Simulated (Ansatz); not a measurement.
# Geometry relaxation of BSiH₄O₂F (part 1 of 2)

- system: BSiH₄O₂F, SMILES B[Si](O)(O)F
- method: RKS PBE0-D4/def2-TZVP (Ansatz 0.2.0)

The geometry: PBE-D4/def2-SVP start. Figures and captions count atoms from 1; the log counts them from 0 in places.

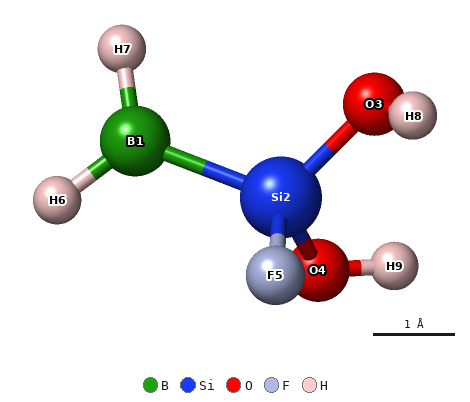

*The structure as given in the input (ball-and-stick view, seen at a tilt; atoms are numbered from 1 in the order of the input).*

Bond lengths as drawn: B–H 1.21 Å, B–Si 2.00 Å, F–Si 1.65 Å, H–O 0.97 Å and O–Si 1.67 Å.

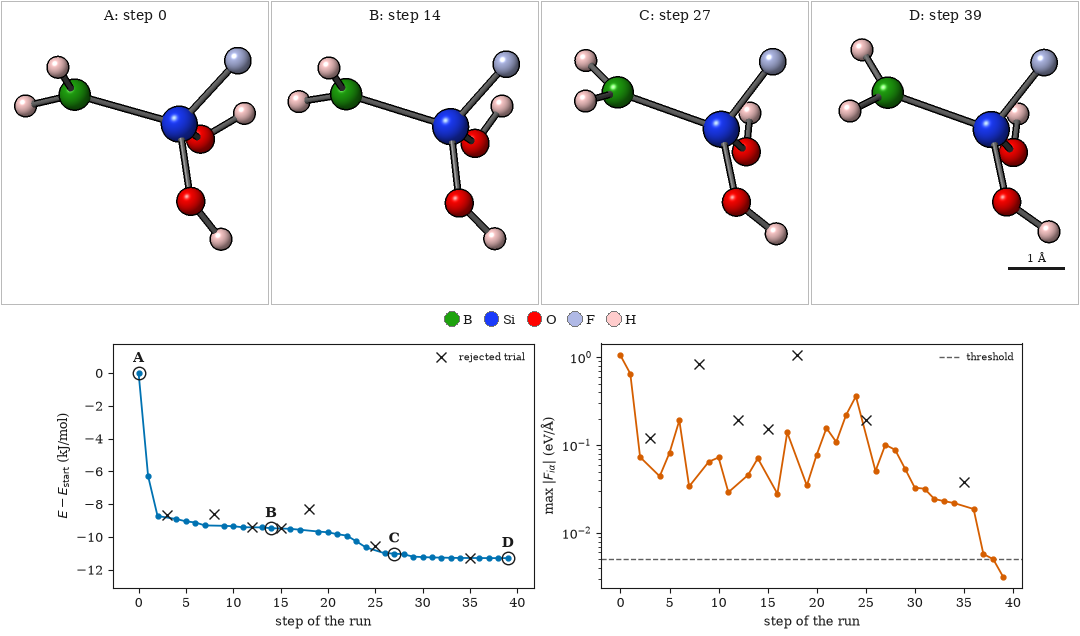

*Frames of the relaxation (ball-and-stick view, seen at a tilt) above the curves, on which the letters mark them (the first geometry is step 0 here and step 1 in the log).*

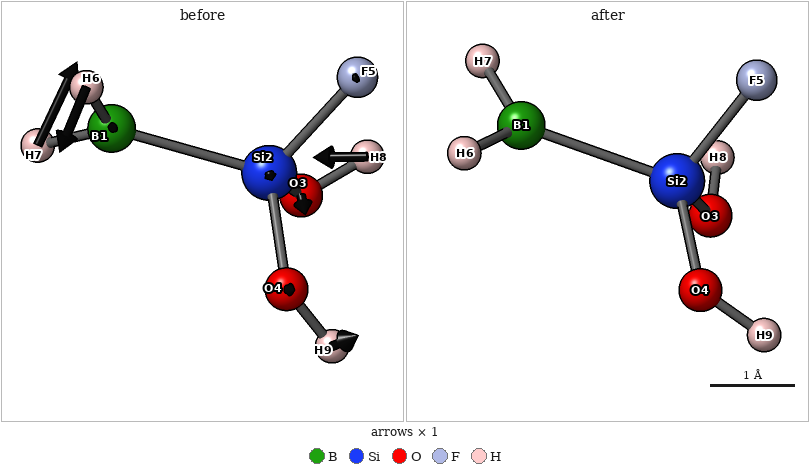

*Before (left) and after (right) the relaxation, at one scale (ball-and-stick view, seen at a tilt). The black arrows give the displacements, at true length.*

The largest move after the best rigid fit is that of H7, 1.12 Å. By element the largest moves are H 1.12 Å, O 0.28 Å, Si 0.12 Å, B 0.09 Å, F 0.08 Å. Among the contacts that change: Si2–O4 1.670 → 1.626 Å, Si2–F5 1.647 → 1.605 Å, Si2–O3 1.675 → 1.639 Å, B1–H6 1.214 → 1.193 Å. Among the angles that change: B1–Si2–O4 104.1° → 111.1°, B1–Si2–F5 111.5° → 105.8°, O3–Si2–O4 110.3° → 106.5°. After 39 geometry steps the energy has fallen by 11.3 kJ/mol. The largest force component goes from 1.1 to 0.0032 eV/Å. The line search rejected the trial steps at points 3, 8, 12, 15, 18, 25, 35 (counted from 0) and went back. (Atoms are counted from 1 in the order of the input.)

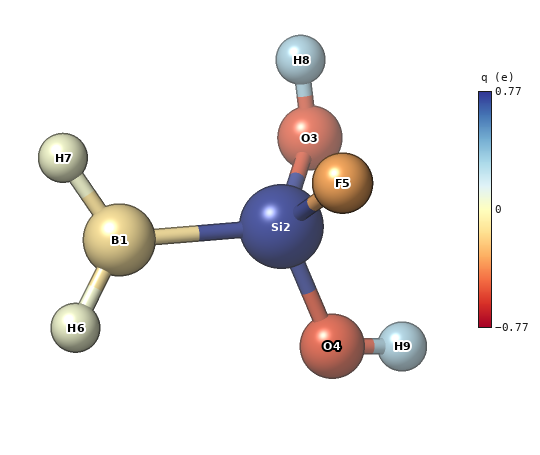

*Mulliken charges, as the colour of each atom (ball-and-stick view, seen at a tilt; atoms are numbered from 1 in the order of the input).*

By element: B −0.14, Si +0.74, O −0.52 to −0.51, F −0.31 and H +0.04 to +0.33 e.

The input and output of the run follow.

## The input
```yaml
crystal:
  periodic: [false, false, false]
  atoms:
    - {symbol: B, position_ang: [-0.524790, 0.377441, -1.554785]}
    - {symbol: Si, position_ang: [0.197486, 0.119455, 0.293256]}
    - {symbol: O, position_ang: [1.122472, -1.256549, 0.528057]}
    - {symbol: O, position_ang: [-1.163222, 0.073534, 1.260695]}
    - {symbol: F, position_ang: [1.157556, 1.378590, 0.745943]}
    - {symbol: H, position_ang: [-0.949784, 1.460154, -1.902140]}
    - {symbol: H, position_ang: [-0.606577, -0.541420, -2.344441]}
    - {symbol: H, position_ang: [1.982677, -1.098675, 0.955406]}
    - {symbol: H, position_ang: [-1.127318, -0.558730, 2.000907]}
basis:
  gaussian: {orbitals: def2-TZVP}
hamiltonian: {xc: pbe0, dispersion: d4}
relax: {f_tol: 0.005, max_steps: 150}
```

Run as:
```bash
ansatz run in.yaml --threads 2 --pin off --events-out ev --progress --plain --max-ram 4352MiB
```

## Output
```
Functional definition: PBE0
  name "PBE0"
  cite "Adamo & Barone, J. Chem. Phys. 110, 6158 (1999) doi:10.1063/1.478522"
  cite "Perdew, Burke & Ernzerhof, Phys. Rev. Lett. 77, 3865 (1996) doi:10.1103/PhysRevLett.77.3865"
  parent pbe
  parameter a = 0.25
  parameter kappa = 0.804
  parameter beta = 0.06672455060314922
  exchange = (1 - a)*pbe_x(kappa = kappa, mu = beta*pi^2/3) + a*exact_x
  correlation = pbe_c(beta = beta)
1071 factors; their error is unknown
mean field evaluation 1: about -15417.2539 eV, gradient 7.4e1 eV
mean field evaluation 2: about -15405.1813 eV, gradient 1.1e2 eV
mean field evaluation 4: about -15425.6852 eV, gradient 4.7e0 eV
mean field evaluation 8: about -15425.7172 eV, gradient 7.7e-2 eV
mean field evaluation 16: about -15425.7649 eV, gradient 2.3e-5 eV
mean field -15425.76490956 eV, -566.8864044672 hartree, gradient 2.3e-5 eV, S^2 0.000000; 0 other end points of the search recorded, 0 dependent functions left out
the calculation of the forces begins
reference -15425.76494121 eV, -566.8864056304 hartree; 24, 24 occupied and 161, 161 virtual orbitals, 1071 factors
relax step   1: F+E_penalty+E_count = -15425.90760487 eV  Δ(F+E_penalty+E_count) = +0.000e0 eV  max|allowed force component| = 1.053e0 eV/Å  Δτ_max = 0.0000 Å  (28 SCF iters, accepted)
these checks for a lower state are left out or cut short: starts, cluster_reference, orbital_swaps, neighbouring_geometries, increment
1071 factors; their error is unknown
mean field -15425.82951781 eV, -566.8887787767 hartree, gradient 1.5e-5 eV, S^2 0.000000; 0 other end points of the search recorded, 0 dependent functions left out
[... from here on the field's lines of each further geometry are left out, up to the last ...]
relax step   2: F+E_penalty+E_count = -15425.97266882 eV  Δ(F+E_penalty+E_count) = -6.506e-2 eV  max|allowed force component| = 6.542e-1 eV/Å  Δτ_max = 0.0256 Å  (32 SCF iters, accepted)
relax step   3: F+E_penalty+E_count = -15425.99795043 eV  Δ(F+E_penalty+E_count) = -2.528e-2 eV  max|allowed force component| = 7.329e-2 eV/Å  Δτ_max = 0.0296 Å  (31 SCF iters, accepted)
relax step   4: F+E_penalty+E_count = -15425.99704475 eV  Δ(F+E_penalty+E_count) = +9.057e-4 eV  max|allowed force component| = 1.217e-1 eV/Å  Δτ_max = 0.0358 Å  (32 SCF iters, rejected (line search))
relax step   5: F+E_penalty+E_count = -15425.99988267 eV  Δ(F+E_penalty+E_count) = -1.932e-3 eV  max|allowed force component| = 4.429e-2 eV/Å  Δτ_max = 0.0175 Å  (32 SCF iters, accepted)
relax step   6: F+E_penalty+E_count = -15426.00131785 eV  Δ(F+E_penalty+E_count) = -1.435e-3 eV  max|allowed force component| = 8.199e-2 eV/Å  Δτ_max = 0.0430 Å  (31 SCF iters, accepted)
relax step   7: F+E_penalty+E_count = -15426.00205779 eV  Δ(F+E_penalty+E_count) = -7.399e-4 eV  max|allowed force component| = 1.917e-1 eV/Å  Δτ_max = 0.0423 Å  (31 SCF iters, accepted)
relax step   8: F+E_penalty+E_count = -15426.00390557 eV  Δ(F+E_penalty+E_count) = -1.848e-3 eV  max|allowed force component| = 3.394e-2 eV/Å  Δτ_max = 0.0483 Å  (32 SCF iters, accepted)
relax step   9: F+E_penalty+E_count = -15425.99693399 eV  Δ(F+E_penalty+E_count) = +6.972e-3 eV  max|allowed force component| = 8.430e-1 eV/Å  Δτ_max = 0.1014 Å  (31 SCF iters, rejected (line search))
relax step  10: F+E_penalty+E_count = -15426.00413599 eV  Δ(F+E_penalty+E_count) = -2.304e-4 eV  max|allowed force component| = 6.482e-2 eV/Å  Δτ_max = 0.0136 Å  (32 SCF iters, accepted)
relax step  11: F+E_penalty+E_count = -15426.00441322 eV  Δ(F+E_penalty+E_count) = -2.772e-4 eV  max|allowed force component| = 7.259e-2 eV/Å  Δτ_max = 0.0559 Å  (31 SCF iters, accepted)
relax step  12: F+E_penalty+E_count = -15426.00504965 eV  Δ(F+E_penalty+E_count) = -6.364e-4 eV  max|allowed force component| = 2.911e-2 eV/Å  Δτ_max = 0.0358 Å  (31 SCF iters, accepted)
relax step  13: F+E_penalty+E_count = -15426.00477666 eV  Δ(F+E_penalty+E_count) = +2.730e-4 eV  max|allowed force component| = 1.962e-1 eV/Å  Δτ_max = 0.0332 Å  (31 SCF iters, rejected (line search))
relax step  14: F+E_penalty+E_count = -15426.00516322 eV  Δ(F+E_penalty+E_count) = -1.136e-4 eV  max|allowed force component| = 4.572e-2 eV/Å  Δτ_max = 0.0166 Å  (31 SCF iters, accepted)
relax step  15: F+E_penalty+E_count = -15426.00565109 eV  Δ(F+E_penalty+E_count) = -4.879e-4 eV  max|allowed force component| = 7.088e-2 eV/Å  Δτ_max = 0.0403 Å  (31 SCF iters, accepted)
relax step  16: F+E_penalty+E_count = -15426.00548794 eV  Δ(F+E_penalty+E_count) = +1.631e-4 eV  max|allowed force component| = 1.547e-1 eV/Å  Δτ_max = 0.0498 Å  (31 SCF iters, rejected (line search))
relax step  17: F+E_penalty+E_count = -15426.00604328 eV  Δ(F+E_penalty+E_count) = -3.922e-4 eV  max|allowed force component| = 2.804e-2 eV/Å  Δτ_max = 0.0249 Å  (32 SCF iters, accepted)
relax step  18: F+E_penalty+E_count = -15426.00659226 eV  Δ(F+E_penalty+E_count) = -5.490e-4 eV  max|allowed force component| = 1.398e-1 eV/Å  Δτ_max = 0.0731 Å  (31 SCF iters, accepted)
relax step  19: F+E_penalty+E_count = -15425.99323037 eV  Δ(F+E_penalty+E_count) = +1.336e-2 eV  max|allowed force component| = 1.078e0 eV/Å  Δτ_max = 0.1100 Å  (31 SCF iters, rejected (line search))
relax step  20: F+E_penalty+E_count = -15426.00777283 eV  Δ(F+E_penalty+E_count) = -1.181e-3 eV  max|allowed force component| = 3.482e-2 eV/Å  Δτ_max = 0.0550 Å  (31 SCF iters, accepted)
relax step  21: F+E_penalty+E_count = -15426.00825101 eV  Δ(F+E_penalty+E_count) = -4.782e-4 eV  max|allowed force component| = 7.771e-2 eV/Å  Δτ_max = 0.0549 Å  (31 SCF iters, accepted)
relax step  22: F+E_penalty+E_count = -15426.00944368 eV  Δ(F+E_penalty+E_count) = -1.193e-3 eV  max|allowed force component| = 1.569e-1 eV/Å  Δτ_max = 0.0814 Å  (30 SCF iters, accepted)
relax step  23: F+E_penalty+E_count = -15426.01034885 eV  Δ(F+E_penalty+E_count) = -9.052e-4 eV  max|allowed force component| = 1.087e-1 eV/Å  Δτ_max = 0.0213 Å  (31 SCF iters, accepted)
relax step  24: F+E_penalty+E_count = -15426.01393604 eV  Δ(F+E_penalty+E_count) = -3.587e-3 eV  max|allowed force component| = 2.209e-1 eV/Å  Δτ_max = 0.1898 Å  (31 SCF iters, accepted)
relax step  25: F+E_penalty+E_count = -15426.01775503 eV  Δ(F+E_penalty+E_count) = -3.819e-3 eV  max|allowed force component| = 3.611e-1 eV/Å  Δτ_max = 0.1998 Å  (37 SCF iters, accepted)
relax step  26: F+E_penalty+E_count = -15426.01673407 eV  Δ(F+E_penalty+E_count) = +1.021e-3 eV  max|allowed force component| = 1.951e-1 eV/Å  Δτ_max = 0.1162 Å  (31 SCF iters, rejected (line search))
relax step  27: F+E_penalty+E_count = -15426.02151176 eV  Δ(F+E_penalty+E_count) = -3.757e-3 eV  max|allowed force component| = 5.088e-2 eV/Å  Δτ_max = 0.0567 Å  (31 SCF iters, accepted)
relax step  28: F+E_penalty+E_count = -15426.02166721 eV  Δ(F+E_penalty+E_count) = -1.554e-4 eV  max|allowed force component| = 1.012e-1 eV/Å  Δτ_max = 0.0724 Å  (31 SCF iters, accepted)
relax step  29: F+E_penalty+E_count = -15426.02215349 eV  Δ(F+E_penalty+E_count) = -4.863e-4 eV  max|allowed force component| = 8.873e-2 eV/Å  Δτ_max = 0.0627 Å  (30 SCF iters, accepted)
relax step  30: F+E_penalty+E_count = -15426.02362383 eV  Δ(F+E_penalty+E_count) = -1.470e-3 eV  max|allowed force component| = 5.430e-2 eV/Å  Δτ_max = 0.0433 Å  (32 SCF iters, accepted)
relax step  31: F+E_penalty+E_count = -15426.02390294 eV  Δ(F+E_penalty+E_count) = -2.791e-4 eV  max|allowed force component| = 3.289e-2 eV/Å  Δτ_max = 0.0173 Å  (32 SCF iters, accepted)
relax step  32: F+E_penalty+E_count = -15426.02416094 eV  Δ(F+E_penalty+E_count) = -2.580e-4 eV  max|allowed force component| = 3.195e-2 eV/Å  Δτ_max = 0.0413 Å  (31 SCF iters, accepted)
relax step  33: F+E_penalty+E_count = -15426.02424841 eV  Δ(F+E_penalty+E_count) = -8.747e-5 eV  max|allowed force component| = 2.440e-2 eV/Å  Δτ_max = 0.0081 Å  (32 SCF iters, accepted)
relax step  34: F+E_penalty+E_count = -15426.02438574 eV  Δ(F+E_penalty+E_count) = -1.373e-4 eV  max|allowed force component| = 2.308e-2 eV/Å  Δτ_max = 0.0224 Å  (32 SCF iters, accepted)
relax step  35: F+E_penalty+E_count = -15426.02447335 eV  Δ(F+E_penalty+E_count) = -8.762e-5 eV  max|allowed force component| = 2.197e-2 eV/Å  Δτ_max = 0.0228 Å  (31 SCF iters, accepted)
relax step  36: F+E_penalty+E_count = -15426.02442945 eV  Δ(F+E_penalty+E_count) = +4.390e-5 eV  max|allowed force component| = 3.794e-2 eV/Å  Δτ_max = 0.0358 Å  (31 SCF iters, rejected (line search))
relax step  37: F+E_penalty+E_count = -15426.02452012 eV  Δ(F+E_penalty+E_count) = -4.676e-5 eV  max|allowed force component| = 1.878e-2 eV/Å  Δτ_max = 0.0174 Å  (31 SCF iters, accepted)
relax step  38: F+E_penalty+E_count = -15426.02456312 eV  Δ(F+E_penalty+E_count) = -4.300e-5 eV  max|allowed force component| = 5.763e-3 eV/Å  Δτ_max = 0.0156 Å  (32 SCF iters, accepted)
```
